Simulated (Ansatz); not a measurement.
## Electronic structure of CH7AlClNSi in real space

The calculation's input:

```
crystal:
  periodic: [false, false, false]
  atoms:
    - {symbol: N, position_ang: [-1.175702, 0.602894, 2.041599]}
    - {symbol: Si, position_ang: [-0.176152, -0.375552, 1.053636]}
    - {symbol: C, position_ang: [0.584985, 0.385967, -0.472639]}
    - {symbol: Al, position_ang: [0.991014, -0.633780, -2.107698]}
    - {symbol: Cl, position_ang: [-0.762630, 0.978532, -1.623575]}
    - {symbol: H, position_ang: [-2.139790, 0.759568, 1.798947]}
    - {symbol: H, position_ang: [-0.802007, 1.367034, 2.579533]}
    - {symbol: H, position_ang: [1.000487, -0.812417, 1.854233]}
    - {symbol: H, position_ang: [-1.001158, -1.524297, 0.606746]}
    - {symbol: H, position_ang: [1.203358, 1.265819, -0.291963]}
    - {symbol: H, position_ang: [0.347464, -2.069808, -2.263440]}
    - {symbol: H, position_ang: [2.007132, 0.000840, -3.141381]}
basis:
  gaussian: {orbitals: def2-TZVPP}
hamiltonian: {xc: pbe0, dispersion: d4}
output: {orbitals: {seedname: orbitals}}
```

Launched as:

```sh
ansatz run in.yaml --threads 4 --pin off --events-out ev --progress --plain --max-ram 10444MiB
```

Geometry: PBE0-D4/def2-TZVP.

The calculation used RKS PBE0-D4/def2-TZVPP in Ansatz 0.2.0.

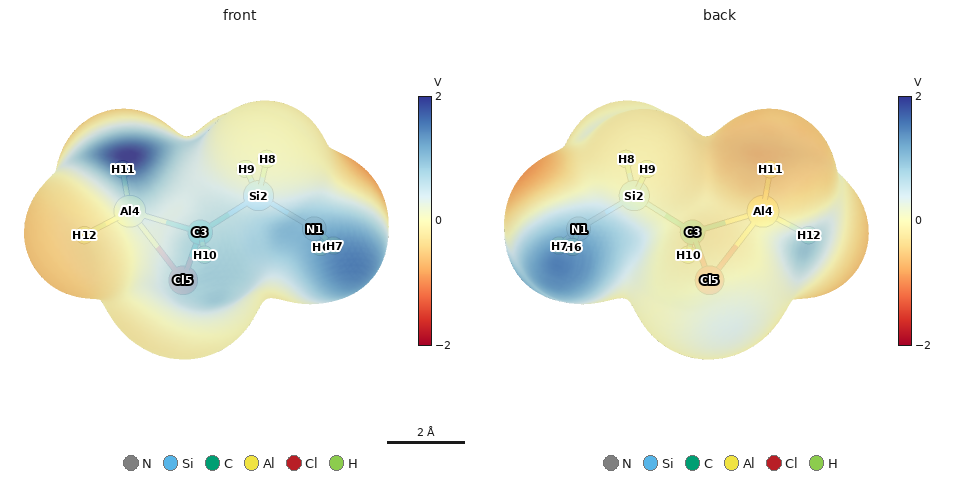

Figure 1. The electrostatic potential painted on the density surface at 0.001 e/bohr³, seen from the front and from behind; the colour scale runs from red (negative) to blue (positive).

### Which sites attract a positive test charge, and which a negative one?

A positive charge is drawn to the negative regions and a negative charge to the positive ones. The most negative region (about −0.8 V) lies over N1, the most positive (about +1.8 V) over Al4.

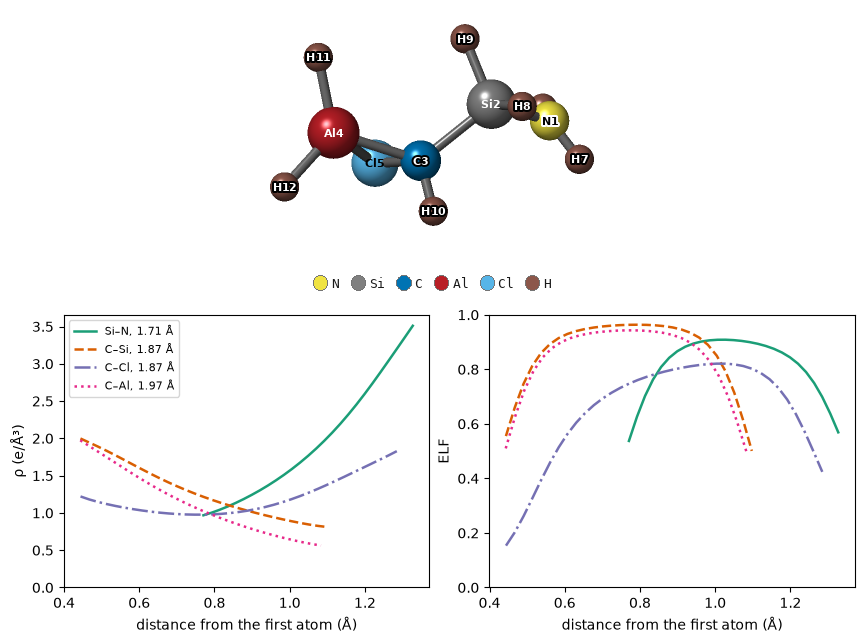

Figure 2. Total electron density and ELF along straight lines between neighbouring atoms. The curves leave out the atomic cores. The structure is drawn too.

### Compare the contacts.

Si–N (1.71 Å): ρ is about 1.1 e/Å³ halfway; the ELF peaks at about 0.90 between the atoms, as expected for a polar covalent bond.
C–Si (1.87 Å): the density is about 0.97 e/Å³ at the midpoint; the ELF peaks at about 0.95 between the atoms, as expected for a shared electron pair.
C–Cl (1.87 Å): the density is about 1.1 e/Å³ at the midpoint; the ELF peaks at about 0.80 between the atoms; a covalent bond.
C–Al (1.97 Å): ρ at the midpoint is about 0.66 e/Å³; the ELF peaks at about 0.95 between the atoms: a polar covalent bond.

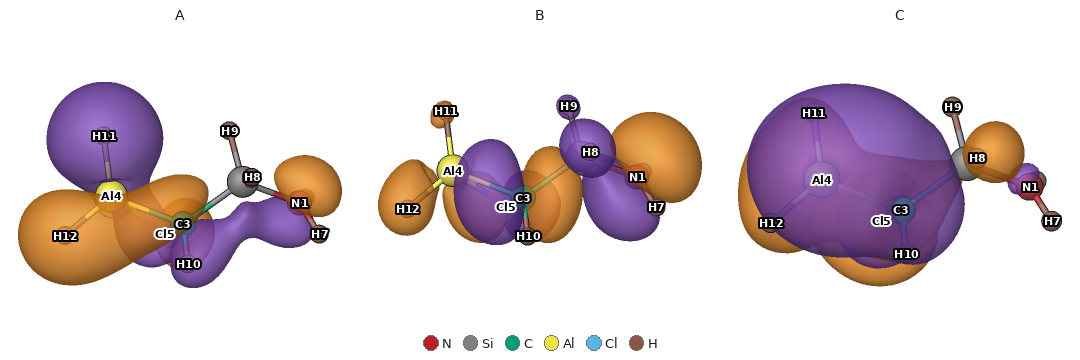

Figure 3. Three frontier orbitals at ±0.06 Å⁻³ᐟ² (orange and purple are the two phases), in no order.

### Which picture is the HOMO−1, the HOMO and the LUMO?

A is the HOMO−1 (−8.25 eV). It lies mainly on H11 (about 30 %), Al4 (about 30 %), H12 (about 15 %), C3 (about 10 %) and Cl5 (about 5 %). B is the HOMO (−7.30 eV). It lies mainly on N1 (about 40 %), C3 (about 25 %), Si2 (about 10 %), Al4 (about 10 %) and Cl5 (about 10 %). C is the LUMO (−0.79 eV). It lies mainly on Al4 (about 40 %), Cl5 (about 25 %), C3 (about 15 %) and Si2 (about 5 %).

### What is the HOMO–LUMO gap?

6.51 eV between the orbital energies.
